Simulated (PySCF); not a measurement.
**UHF/6-31G run of Si2H5O (SMILES O[SiH][SiH3])**

Aim: the vertical ionisation energy of Si2H5O at UHF/6-31G, from 2 runs. The job is set up through a Python script.

Program for the calculation: PySCF 2.14.0.

### 1 The structure to begin with

Si2H5O: 8 atoms, total charge 0, spin state doublet. SMILES: `O[SiH][SiH3]`. Geometry: relaxed at PBE0-D4/def2-TZVP. This is one conformer, not always the lowest.

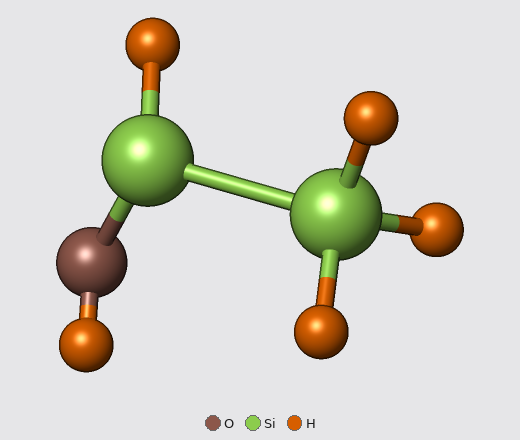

The structure, seen from a chosen angle (oxygen brown, silicon green, hydrogen orange).

### 2 A single-point energy at UHF/6-31G

File input.py:

```python
from pyscf import gto

system = gto.M(
    atom=[
    ('O', (-0.929000, 0.938400, -1.717100)),
    ('Si', (0.090400, 1.134000, -0.425000)),
    ('Si', (0.314200, -0.774200, 0.917600)),
    ('H', (-1.805900, 0.598400, -1.530300)),
    ('H', (1.378700, 1.582300, -1.024400)),
    ('H', (1.190000, -0.426800, 2.069000)),
    ('H', (0.883900, -1.960400, 0.216700)),
    ('H', (-1.030200, -1.148700, 1.437600)),
],
    max_memory=1860,
    verbose=3,
    charge=0,
    spin=1,
    basis='6-31g',
)

calc0 = system.UHF()
calc0.conv_tol = 1e-10
calc0.kernel()
if not calc0.converged:
    calc0 = calc0.newton().run(calc0.mo_coeff, calc0.mo_occ)

energy = calc0.e_tot
print('Final energy', energy)
```

The run is started by

```
$ OMP_NUM_THREADS=1 python input.py
```

Log:

```text
converged SCF energy = -655.470023997536  <S^2> = 0.75432943  2S+1 = 2.0043248
Final energy -655.4700239975357
```

It took 1.3 s on 1 thread of Arm Neoverse V1, shared host; peak memory 0.12 GiB.

### 3 The singlet cation at the same level

File input.py:

```python
from pyscf import gto

mol = gto.M(
    atom='''
O     -0.929000     0.938400    -1.717100
Si     0.090400     1.134000    -0.425000
Si     0.314200    -0.774200     0.917600
H     -1.805900     0.598400    -1.530300
H      1.378700     1.582300    -1.024400
H      1.190000    -0.426800     2.069000
H      0.883900    -1.960400     0.216700
H     -1.030200    -1.148700     1.437600
''',
    max_memory=1860,
    verbose=4,
    charge=1,
    basis='6-31g',
)

mf = mol.RHF()
mf.conv_tol = 1e-10
mf.kernel()
if not mf.converged:
    mf = mf.newton().run(mf.mo_coeff, mf.mo_occ)

energy = mf.e_tot
print('E = %.10f Eh' % energy)
```

The run is started by

```
$ OMP_NUM_THREADS=1 python input.py
```

Log:

```text
PySCF version 2.14.0

[INPUT] num. atoms = 8
[INPUT] num. electrons = 40
[INPUT] charge = 1
[INPUT] spin (= nelec alpha-beta = 2S) = 0
[INPUT] symmetry False subgroup None
[INPUT] Mole.unit = angstrom
[INPUT] Symbol           X                Y                Z      unit          X                Y                Z       unit  Magmom
[INPUT]  1 O     -0.929000000000   0.938400000000  -1.717100000000 AA   -1.755555569721   1.773318995292  -3.244848728491 Bohr   0.0
[INPUT]  2 Si     0.090400000000   1.134000000000  -0.425000000000 AA    0.170831241661   2.142949425257  -0.803133602940 Bohr   0.0
[INPUT]  3 Si     0.314200000000  -0.774200000000   0.917600000000 AA    0.593751948338  -1.463025965638   1.734012691901 Bohr   0.0
[INPUT]  4 H     -1.805900000000   0.598400000000  -1.530300000000 AA   -3.412656408352   1.130812112940  -2.891847888422 Bohr   0.0
[INPUT]  5 H      1.378700000000   1.582300000000  -1.024400000000 AA    2.605365407938   2.990113646899  -1.935835442004 Bohr   0.0
[INPUT]  6 H      1.190000000000  -0.426800000000   2.069000000000 AA    2.248774088232  -0.806535109964   3.909843351725 Bohr   0.0
[INPUT]  7 H      0.883900000000  -1.960400000000   0.216700000000 AA    1.670328921503  -3.704619094597   0.409503651193 Bohr   0.0
[INPUT]  8 H     -1.030200000000  -1.148700000000   1.437600000000 AA   -1.946795853527  -2.170728399288   2.716670276675 Bohr   0.0

nuclear repulsion = 142.948479490699
number of shells = 29
number of NR pGTOs = 134
number of NR cGTOs = 45
basis = 6-31g
ecp = {}

******** <class 'pyscf.scf.hf.RHF'> ********
method = RHF
initial guess = minao
damping factor = 0
level_shift factor = 0
DIIS = <class 'pyscf.scf.diis.CDIIS'>
diis_start_cycle = 1
diis_space = 8
diis_damp = 0
SCF conv_tol = 1e-10
SCF conv_tol_grad = None
SCF max_cycles = 50
direct_scf = True
direct_scf_tol = 1e-13
Set gradient conv threshold to 1e-05
Initial guess from minao.
init E= -655.364872392071
  HOMO = -0.298407247663486  LUMO = -0.100894364130398  gap/eV = 5.37460
cycle= 1 E= -655.100448663603  delta_E= 0.264  |g|= 0.499  |ddm|= 2.29
  HOMO = -0.648849242812567  LUMO = -0.305494015542799  gap/eV = 9.34317
cycle= 2 E= -655.16644107999  delta_E= -0.066  |g|= 0.331  |ddm|= 0.881
  HOMO = -0.648893554761351  LUMO = -0.27170263898406  gap/eV = 10.26389
cycle= 3 E= -655.189068913114  delta_E= -0.0226  |g|= 0.0573  |ddm|= 0.27
  HOMO = -0.633710591986891  LUMO = -0.247195856098367  gap/eV = 10.51760
cycle= 4 E= -655.190162968035  delta_E= -0.00109  |g|= 0.00885  |ddm|= 0.0819
  HOMO = -0.63676396273595  LUMO = -0.249002636439351  gap/eV = 10.55152
cycle= 5 E= -655.190238018044  delta_E= -7.51e-05  |g|= 0.00258  |ddm|= 0.0292
  HOMO = -0.636774237303577  LUMO = -0.248784312174183  gap/eV = 10.55774
cycle= 6 E= -655.19024680119  delta_E= -8.78e-06  |g|= 0.000626  |ddm|= 0.0105
  HOMO = -0.636744062227108  LUMO = -0.248687916994693  gap/eV = 10.55955
cycle= 7 E= -655.190247375306  delta_E= -5.74e-07  |g|= 0.000148  |ddm|= 0.00228
  HOMO = -0.636735109066528  LUMO = -0.248701903303373  gap/eV = 10.55892
cycle= 8 E= -655.190247409224  delta_E= -3.39e-08  |g|= 3.61e-05  |ddm|= 0.000527
  HOMO = -0.636736469689981  LUMO = -0.248699723964069  gap/eV = 10.55902
cycle= 9 E= -655.19024741128  delta_E= -2.06e-09  |g|= 9.87e-06  |ddm|= 0.000133
  HOMO = -0.636736376471733  LUMO = -0.248700272004464  gap/eV = 10.55900
cycle= 10 E= -655.190247411442  delta_E= -1.62e-10  |g|= 3.87e-06  |ddm|= 3.43e-05
  HOMO = -0.636736372022512  LUMO = -0.248699676804425  gap/eV = 10.55902
cycle= 11 E= -655.190247411473  delta_E= -3.06e-11  |g|= 1.41e-06  |ddm|= 1.6e-05
  HOMO = -0.636736392859093  LUMO = -0.248699741558639  gap/eV = 10.55902
Extra cycle  E= -655.190247411475  delta_E= -2.27e-12  |g|= 8.73e-07  |ddm|= 3.11e-06
converged SCF energy = -655.190247411475
E = -655.1902474115 Eh
```

It took 1.2 s on 1 thread of Arm Neoverse V1, shared host; peak memory 0.12 GiB.

### 4 Outcome

At UHF/6-31G:

| quantity | value |
| --- | --- |
| doublet Si2H5O: total energy | -655.47002 Eh |
| doublet Si2H5O: dipole moment | 1.98 D |
| doublet Si2H5O: HOMO energy (highest over α and β) | -8.43 eV |
| doublet Si2H5O: LUMO energy (lowest over α and β) | 1.00 eV |
| doublet Si2H5O: ⟨S²⟩ | 0.754 |
| singlet cation: total energy | -655.19025 Eh |
| singlet cation: HOMO energy | -17.33 eV |
| singlet cation: LUMO energy | -6.77 eV |
| singlet cation: HOMO–LUMO gap | 10.56 eV |
| vertical ionisation energy (to the singlet cation) | 7.613 eV |

**Reading.** The vertical ionisation energy comes to 7.61 eV (735 kJ/mol). Only the singlet of the ionised species was computed; a triplet could lie lower. Mulliken charges (doublet Si2H5O) run from -0.94 on O1 to +0.75 on Si2. Mulliken charges (singlet cation) run from -0.85 on O1 to +1.09 on Si2.
